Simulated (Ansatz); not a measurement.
**Single-point calculation of C3H5AlO**

- system: C3H5AlO
- method: RKS PBE/def2-SVPD (Ansatz 0.2.0)

Some settings of this run were made unusual or wrong on purpose. The geometry comes from this level: PBE0-D4/def2-TZVP.

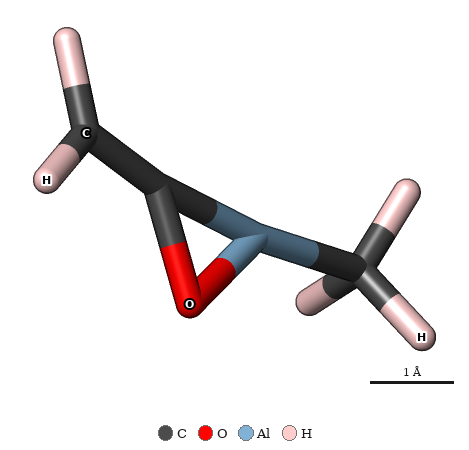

Fig. 1: The input geometry (stick view, seen at a tilt). Sticks mark near contacts. Bond lengths as drawn: Al–C 1.94 to 2.03 Å, Al–O 1.82 Å, C–C 1.39 Å, C–H 1.14 to 1.15 Å and C–O 1.49 Å.

**Input**
```yaml
crystal:
  periodic: [false, false, false]
  atoms:
    - {symbol: C, position_ang: [-0.903791, -2.088030, 1.659073]}
    - {symbol: C, position_ang: [-0.331280, -1.137024, 0.825989]}
    - {symbol: O, position_ang: [1.009953, -1.208013, 0.181201]}
    - {symbol: Al, position_ang: [0.213995, 0.351495, -0.297307]}
    - {symbol: C, position_ang: [0.546345, 2.003749, -1.420212]}
    - {symbol: H, position_ang: [-0.352354, -3.051011, 1.923547]}
    - {symbol: H, position_ang: [-1.940032, -1.916571, 2.091715]}
    - {symbol: H, position_ang: [-0.050336, 2.903977, -1.035631]}
    - {symbol: H, position_ang: [0.233666, 1.812671, -2.508450]}
    - {symbol: H, position_ang: [1.661089, 2.275207, -1.416878]}
basis:
  gaussian: {orbitals: def2-SVPD, final_grid: {core_spheres: 1, valence_spheres: 1, degree: 1}}
hamiltonian: {xc: {name: PBE}}
```

Hardware: 2 threads of Intel Xeon, 11 GiB of memory available, shared host.

Run as:
```bash
ansatz run in.yaml --threads 2 --pin off --events-out ev --progress --plain --max-ram 4352MiB
```

**The program's output**
```
Functional definition: PBE
  name "PBE"
  cite "Perdew, Burke & Ernzerhof, Phys. Rev. Lett. 77, 3865 (1996) doi:10.1103/PhysRevLett.77.3865"
  parent pbe
  parameter kappa = 0.804
  parameter beta = 0.06672455060314922
  exchange = pbe_x(kappa = kappa, mu = beta*pi^2/3)
  correlation = pbe_c(beta = beta)
1241 factors; their error is unknown
mean field evaluation 1: about -11802.7367 eV, gradient 8.2e1 eV
mean field evaluation 2: about -11686.8412 eV, gradient 2.0e2 eV
mean field evaluation 4: about -11818.3757 eV, gradient 2.2e1 eV
mean field evaluation 8: about -11819.5362 eV, gradient 1.1e0 eV
mean field evaluation 16: about -11833.5371 eV, gradient 2.8e1 eV
mean field evaluation 32: about -11880.9094 eV, gradient 1.7e1 eV
a density is far from that of the atoms, so the factors are made again for it
1829 factors; integrals over basis functions are off by at most 5.1e-4 eV
mean field -11882.35329498 eV, -436.6684294423 hartree, gradient 1.1e-5 eV, S^2 0.000000; 0 other end points of the search recorded, 0 dependent functions left out
reference -11882.35329653 eV, -436.6684294991 hartree; 22, 22 occupied and 125, 125 virtual orbitals, 1829 factors
Total energy: -11882.35329653 eV, -436.6684294991 hartree
```

**Outcome**

| quantity | value |
| --- | --- |
| outcome | converged |
| total energy | −11882.3533 eV |
| SCF solution under orbital rotations | stable |
| wall time | 8 s (CPU time 15 s) |
| peak memory | 0.47 GiB |

**Diagnosis**

The input was spoiled on purpose: grid. The program still converged, but the numbers can't be taken as results for the intended system.
